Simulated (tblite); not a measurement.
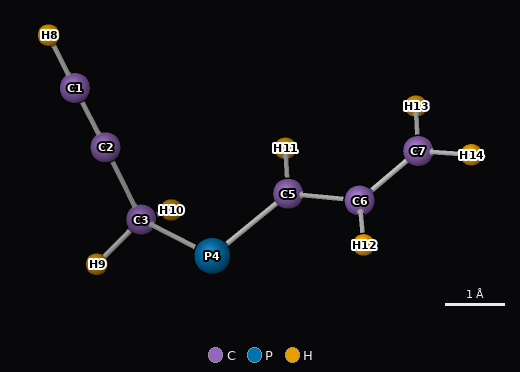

The starting structure (ball-and-stick view, seen at an oblique angle; atoms are numbered from 1 in the order of the input).

## Geometry relaxation of C₆H₇P

C₆H₇P, computed with GFN2-xTB geometry optimisation, gas phase (tblite 0.8.0).

What the program printed
```
step      E/eV     max force
  0    -511.14015    1.837
  1    -511.20587    1.170
  2    -511.20963    2.366
  3    -511.24570    0.367
  4    -511.25136    0.203
  5    -511.25531    0.140
  6    -511.25723    0.132
  7    -511.25820    0.068
  8    -511.25855    0.065
  9    -511.25884    0.054
 10    -511.25907    0.045
 11    -511.25926    0.039
 12    -511.25941    0.037
 13    -511.25957    0.046
 14    -511.25977    0.042
 15    -511.25995    0.047
 16    -511.26006    0.032
 17    -511.26013    0.027
 18    -511.26018    0.024
 19    -511.26024    0.027
 20    -511.26029    0.028
 21    -511.26033    0.016
 22    -511.26037    0.019
 23    -511.26041    0.018
 24    -511.26045    0.021
 25    -511.26050    0.018
 26    -511.26055    0.017
 27    -511.26061    0.019
 28    -511.26067    0.023
 29    -511.26075    0.026
 30    -511.26084    0.025
 31    -511.26092    0.029
 32    -511.26099    0.025
 33    -511.26103    0.023
 34    -511.26107    0.024
 35    -511.26114    0.026
 36    -511.26124    0.033
 37    -511.26136    0.028
 38    -511.26145    0.022
 39    -511.26151    0.019
 40    -511.26158    0.024
 41    -511.26167    0.031
 42    -511.26177    0.037
 43    -511.26186    0.032
 44    -511.26194    0.027
 45    -511.26205    0.042
 46    -511.26218    0.046
 47    -511.26233    0.034
 48    -511.26244    0.028
 49    -511.26254    0.030
 50    -511.26269    0.047
 51    -511.26289    0.056
 52    -511.26312    0.048
 53    -511.26331    0.036
 54    -511.26349    0.036
 55    -511.26374    0.067
 56    -511.26410    0.092
 57    -511.26433    0.118
 58    -511.26478    0.048
 59    -511.26507    0.035
 60    -511.26547    0.085
 61    -511.26597    0.127
 62    -511.26679    0.140
 63    -511.26808    0.097
 64    -511.26855    0.173
 65    -511.26925    0.160
 66    -511.27026    0.070
 67    -511.27072    0.050
 68    -511.27126    0.028
 69    -511.27150    0.055
 70    -511.27161    0.023
 71    -511.27166    0.063
 72    -511.27173    0.023
 73    -511.27191    0.080
 74    -511.27201    0.100
 75    -511.27217    0.079
 76    -511.27228    0.026
 77    -511.27235    0.022
 78    -511.27242    0.037
 79    -511.27251    0.028
 80    -511.27259    0.024
 81    -511.27265    0.022
 82    -511.27271    0.028
 83    -511.27277    0.026
 84    -511.27284    0.014
 85    -511.27288    0.020
 86    -511.27293    0.026
 87    -511.27298    0.027
 88    -511.27306    0.029
 89    -511.27318    0.028
 90    -511.27329    0.025
 91    -511.27337    0.026
 92    -511.27344    0.027
 93    -511.27352    0.027
 94    -511.27366    0.020
 95    -511.27374    0.017
 96    -511.27380    0.014
 97    -511.27383    0.015
 98    -511.27386    0.015
 99    -511.27390    0.014
100    -511.27394    0.018
101    -511.27398    0.017
102    -511.27400    0.011
103    -511.27402    0.008
```

Trajectory as extended XYZ (Å, eV, eV/Å), 8 of the 104 frames kept, from step=0 to step=103
```
14
Properties=species:S:1:pos:R:3:forces:R:3 step=0 energy=-511.14015
C     3.0816    0.8847   -0.4947    0.0590   0.2250  -0.0580
C     2.4343   -0.1119   -0.3180    0.0200  -0.4530   0.2250
C     1.6862   -1.3523   -0.0703    0.2460   0.6270  -0.1770
P    -0.0223   -1.1742   -0.8538   -0.2210   0.4420   0.7870
C    -0.7677   -0.1925    0.3291   -0.7760  -0.3230  -1.1130
C    -2.1706    0.2200    0.1334    1.5240   0.0520   1.0240
C    -2.7361    1.0010    1.0585   -0.3120   0.0440  -0.0050
H     3.6366    1.7839   -0.6627   -0.4150  -0.6420   0.1100
H     2.1957   -2.2038   -0.5298    0.0610   0.1000  -0.0820
H     1.5920   -1.5570    1.0028    0.0000   0.1750  -0.1100
H    -0.2385    0.1572    1.2193   -0.2920  -0.1090  -0.3270
H    -2.7147   -0.1107   -0.7413    0.2130  -0.0120   0.0860
H    -2.2130    1.3395    1.9568   -0.2120  -0.1880  -0.5010
H    -3.7642    1.3156    0.9445    0.1050   0.0620   0.1410
14
Properties=species:S:1:pos:R:3:forces:R:3 step=15 energy=-511.25995
C     3.0576    0.8803   -0.4936    0.0090   0.0120   0.0000
C     2.4533   -0.1339   -0.2941   -0.0090  -0.0050  -0.0020
C     1.6875   -1.3362   -0.0756    0.0080   0.0030  -0.0010
P    -0.0235   -1.1816   -0.8498   -0.0430   0.0060  -0.0170
C    -0.7749   -0.2007    0.2986    0.0120   0.0100   0.0020
C    -2.1336    0.2276    0.1684    0.0200   0.0010   0.0070
C    -2.7485    1.0031    1.0640    0.0060   0.0000   0.0060
H     3.6142    1.7543   -0.6564   -0.0150  -0.0020   0.0050
H     2.1973   -2.1835   -0.5427    0.0150  -0.0160  -0.0060
H     1.5841   -1.5305    0.9950   -0.0040  -0.0070   0.0190
H    -0.2384    0.1415    1.1770   -0.0040   0.0110   0.0010
H    -2.6652   -0.1092   -0.7126   -0.0020  -0.0050  -0.0020
H    -2.2396    1.3514    1.9477    0.0190   0.0030   0.0110
H    -3.7708    1.3169    0.9480   -0.0130  -0.0110  -0.0230
14
Properties=species:S:1:pos:R:3:forces:R:3 step=29 energy=-511.26075
C     3.0447    0.8796   -0.4876   -0.0100  -0.0010   0.0050
C     2.4465   -0.1396   -0.2942    0.0040   0.0000   0.0060
C     1.6859   -1.3460   -0.0793   -0.0050   0.0070  -0.0060
P    -0.0286   -1.1844   -0.8484    0.0180  -0.0050   0.0180
C    -0.7619   -0.1891    0.2990   -0.0080   0.0030  -0.0070
C    -2.1221    0.2319    0.1706   -0.0100   0.0060   0.0010
C    -2.7446    1.0045    1.0628   -0.0050   0.0070   0.0120
H     3.5903    1.7613   -0.6452   -0.0050  -0.0050   0.0020
H     2.1971   -2.1917   -0.5490   -0.0020   0.0050   0.0070
H     1.5791   -1.5421    0.9917    0.0160  -0.0100  -0.0140
H    -0.2229    0.1630    1.1720    0.0100  -0.0060  -0.0110
H    -2.6527   -0.1140   -0.7075   -0.0090  -0.0050  -0.0110
H    -2.2406    1.3619    1.9457    0.0180   0.0050   0.0090
H    -3.7708    1.3040    0.9433   -0.0110   0.0000  -0.0110
14
Properties=species:S:1:pos:R:3:forces:R:3 step=44 energy=-511.26194
C     3.0035    0.8876   -0.4621   -0.0070  -0.0040   0.0010
C     2.4288   -0.1469   -0.2794    0.0100  -0.0020   0.0080
C     1.6923   -1.3701   -0.0814   -0.0250   0.0000  -0.0090
P    -0.0351   -1.2224   -0.8257   -0.0190  -0.0020   0.0040
C    -0.7489   -0.1733    0.2863    0.0000   0.0020   0.0090
C    -2.1131    0.2404    0.1686   -0.0010  -0.0080  -0.0010
C    -2.7335    1.0178    1.0590    0.0010  -0.0110  -0.0060
H     3.5310    1.7809   -0.6132    0.0010   0.0090   0.0050
H     2.2073   -2.1975   -0.5793    0.0040   0.0150   0.0070
H     1.6066   -1.5972    0.9855   -0.0010   0.0060  -0.0100
H    -0.1941    0.2128    1.1341    0.0150  -0.0070   0.0060
H    -2.6528   -0.1225   -0.6977    0.0000  -0.0050   0.0070
H    -2.2261    1.3919    1.9340    0.0050  -0.0060  -0.0230
H    -3.7666    1.2981    0.9452    0.0170   0.0130   0.0030
14
Properties=species:S:1:pos:R:3:forces:R:3 step=59 energy=-511.26507
C     2.8915    0.9220   -0.3832    0.0110  -0.0040   0.0000
C     2.3571   -0.1402   -0.2421    0.0120  -0.0150  -0.0040
C     1.6852   -1.4072   -0.0981    0.0310  -0.0130  -0.0110
P    -0.0714   -1.3343   -0.7761    0.0140   0.0020  -0.0020
C    -0.7284   -0.1853    0.2676    0.0000   0.0090  -0.0010
C    -2.0947    0.2220    0.1723   -0.0110  -0.0010   0.0090
C    -2.6753    1.0598    1.0333   -0.0140  -0.0020   0.0020
H     3.3912    1.8365   -0.4997   -0.0230   0.0110   0.0100
H     2.2279   -2.1748   -0.6569    0.0280  -0.0160   0.0000
H     1.6489   -1.7025    0.9552   -0.0170   0.0090  -0.0100
H    -0.1298    0.2800    1.0428    0.0030  -0.0230   0.0110
H    -2.6644   -0.1982   -0.6474   -0.0220   0.0100   0.0080
H    -2.1311    1.4742    1.8663    0.0090   0.0270  -0.0190
H    -3.7073    1.3476    0.9400   -0.0200   0.0070   0.0080
14
Properties=species:S:1:pos:R:3:forces:R:3 step=74 energy=-511.27201
C     2.7186    0.9660   -0.2480   -0.0370  -0.0720   0.0060
C     2.2786   -0.1475   -0.1983    0.0430   0.0900   0.0040
C     1.6983   -1.4637   -0.1401   -0.0100  -0.0010   0.0020
P    -0.0968   -1.4674   -0.7260    0.0010   0.0010   0.0000
C    -0.7089   -0.2273    0.2389   -0.0020   0.0050  -0.0030
C    -2.0779    0.1819    0.1969    0.0040   0.0070  -0.0030
C    -2.5765    1.1411    0.9800   -0.0070  -0.0040   0.0120
H     3.1249    1.9318   -0.2882    0.0100  -0.0010  -0.0050
H     2.2670   -2.1518   -0.7715   -0.0010  -0.0070  -0.0180
H     1.7193   -1.8395    0.8879    0.0000  -0.0130   0.0040
H    -0.0603    0.3118    0.9205   -0.0020  -0.0030   0.0120
H    -2.7198   -0.3273   -0.5115    0.0100  -0.0100   0.0110
H    -1.9559    1.6579    1.6948   -0.0130   0.0030  -0.0180
H    -3.6112    1.4336    0.9385    0.0040   0.0030  -0.0030
14
Properties=species:S:1:pos:R:3:forces:R:3 step=88 energy=-511.27306
C     2.6902    0.9703   -0.2194    0.0170   0.0130  -0.0090
C     2.2722   -0.1510   -0.1792   -0.0110  -0.0240  -0.0110
C     1.7031   -1.4731   -0.1519    0.0020  -0.0090   0.0050
P    -0.1000   -1.4763   -0.7117    0.0020  -0.0210  -0.0060
C    -0.7025   -0.2283    0.2482   -0.0110   0.0080  -0.0010
C    -2.0739    0.1737    0.2115   -0.0070   0.0050  -0.0040
C    -2.5686    1.1587    0.9643   -0.0060  -0.0070   0.0010
H     3.0885    1.9392   -0.2563    0.0110   0.0150   0.0140
H     2.2675   -2.1372   -0.8136   -0.0110   0.0100  -0.0050
H     1.7408   -1.8849    0.8620    0.0060   0.0040   0.0040
H    -0.0500    0.3217    0.9165    0.0090   0.0060   0.0090
H    -2.7209   -0.3657   -0.4693    0.0000  -0.0040   0.0070
H    -1.9415    1.7094    1.6464   -0.0010   0.0030   0.0040
H    -3.6057    1.4430    0.9265    0.0020   0.0010  -0.0080
14
Properties=species:S:1:pos:R:3:forces:R:3 step=103 energy=-511.27402
C     2.6820    0.9705   -0.1911    0.0060  -0.0020   0.0050
C     2.2634   -0.1515   -0.1764    0.0020   0.0010  -0.0040
C     1.7076   -1.4796   -0.1699   -0.0020   0.0030   0.0020
P    -0.1131   -1.5066   -0.6689    0.0010   0.0040   0.0010
C    -0.7023   -0.2310    0.2636    0.0020   0.0020  -0.0040
C    -2.0764    0.1628    0.2309   -0.0020  -0.0030   0.0020
C    -2.5687    1.1771    0.9453    0.0010  -0.0040   0.0040
H     3.0779    1.9416   -0.2000   -0.0020  -0.0040  -0.0010
H     2.2552   -2.1168   -0.8712   -0.0020   0.0050   0.0000
H     1.7901   -1.9198    0.8294   -0.0040  -0.0030   0.0040
H    -0.0407    0.3451    0.9009   -0.0010   0.0020  -0.0070
H    -2.7290   -0.4080   -0.4182    0.0000  -0.0020   0.0000
H    -1.9396    1.7594    1.5989    0.0000   0.0020  -0.0040
H    -3.6070    1.4562    0.9007    0.0000  -0.0010   0.0030
```

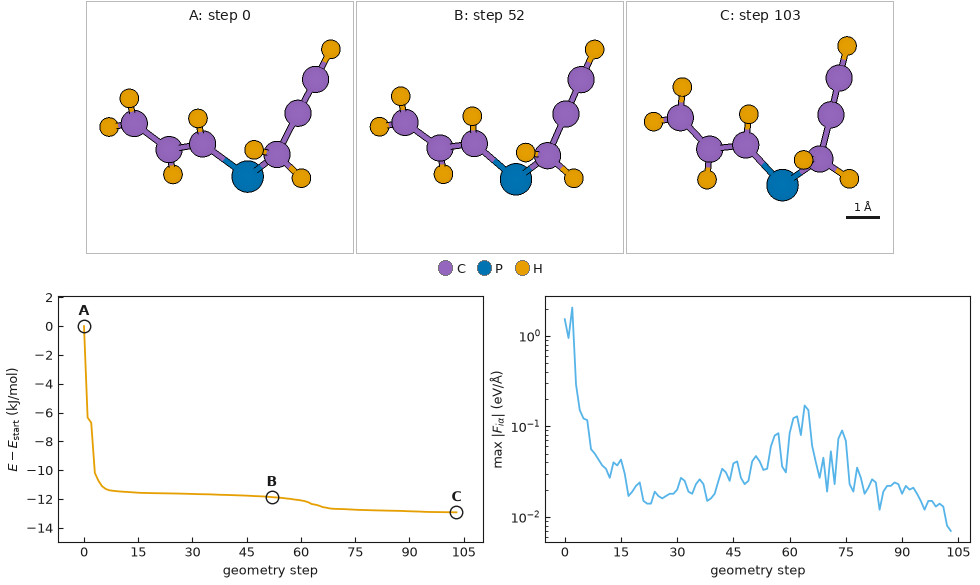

Frames of the relaxation (ball-and-stick view, seen at a tilt) above the curves, on which the letters mark them (steps are counted from 0).

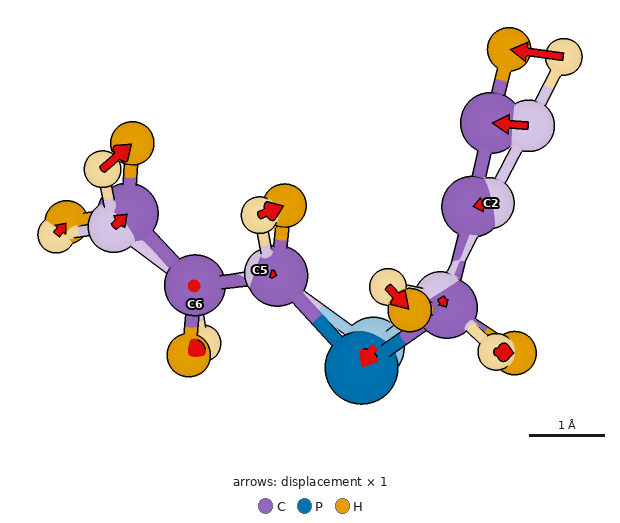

Start (faint) and end (solid) with the displacements as red arrows, at true length (ball-and-stick view, seen at a tilt). The two geometries are laid on each other by the best rigid fit. After 103 geometry steps the energy has fallen by 12.9 kJ/mol. The largest force component goes from 1.5 to 0.007 eV/Å. H8 moves most after the best rigid fit: 0.74 Å. By element the largest moves are H 0.74 Å, C 0.51 Å, P 0.39 Å. Among the contacts that change: C5–C6 1.475 → 1.430 Å, C2–C3 1.470 → 1.440 Å, P4–C5 1.708 → 1.686 Å, C1–H8 1.070 → 1.049 Å. Among the angles that change: C5–C6–C7 118.3° → 123.5°, C2–C3–P4 108.1° → 112.6°, C5–C6–H12 120.0° → 116.6°. (Atoms are counted from 1 in the order of the input.)

The run was set up as follows.

Input
```
{"job": {"kind": "relax", "xc": "GFN2-xTB", "basis": "xTB"}, "charge": 0, "multiplicity": 1}
C      3.081600     0.884700    -0.494700
C      2.434300    -0.111900    -0.318000
C      1.686200    -1.352300    -0.070300
P     -0.022300    -1.174200    -0.853800
C     -0.767700    -0.192500     0.329100
C     -2.170600     0.220000     0.133400
C     -2.736100     1.001000     1.058500
H      3.636600     1.783900    -0.662700
H      2.195700    -2.203800    -0.529800
H      1.592000    -1.557000     1.002800
H     -0.238500     0.157200     1.219300
H     -2.714700    -0.110700    -0.741300
H     -2.213000     1.339500     1.956800
H     -3.764200     1.315600     0.944500
```

The first line tells a small driver script what to run in tblite; the rest is the geometry in Å.

Launched with:
```bash
OMP_NUM_THREADS=1 python <driver script> task.json out
```

Summary

```tsv
quantity	value
outcome	converged
total energy	−511.2740 eV
hardware	1 CPU thread, shared host
wall time	0.85 s
peak memory	0.18 GiB
```
